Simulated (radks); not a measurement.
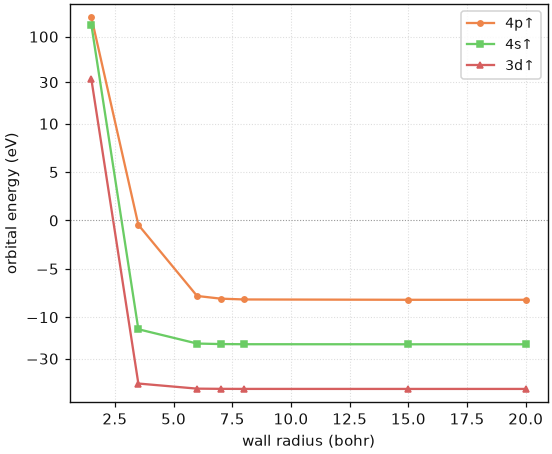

Atomic bromine (Br) in the configuration [Ar] 3d10 4s2 4p5 (high spin). It is put inside a hard spherical wall of varying radius. Level of theory: scalar-relativistic Kohn-Sham, PBE, spin-polarised, spherical densities, point nucleus. Computed with the in-house radial solver radks. The plot shows the outer orbital energies (spin up), on a scale that is linear within ±10 eV and logarithmic beyond.

Q: Describe the level shifts under confinement.

A: The levels rise as the wall closes in: 4p↑ goes from −8.20 eV at 20 bohr to 167.1 eV at 1.5 bohr and passes zero between 3.5 and 1.5 bohr. No two of the levels drawn cross. The fastest to rise is 4p↑ (by 175.3 eV), the slowest 3d↑ (by 99.1 eV): the wall presses hardest on the most extended orbitals.
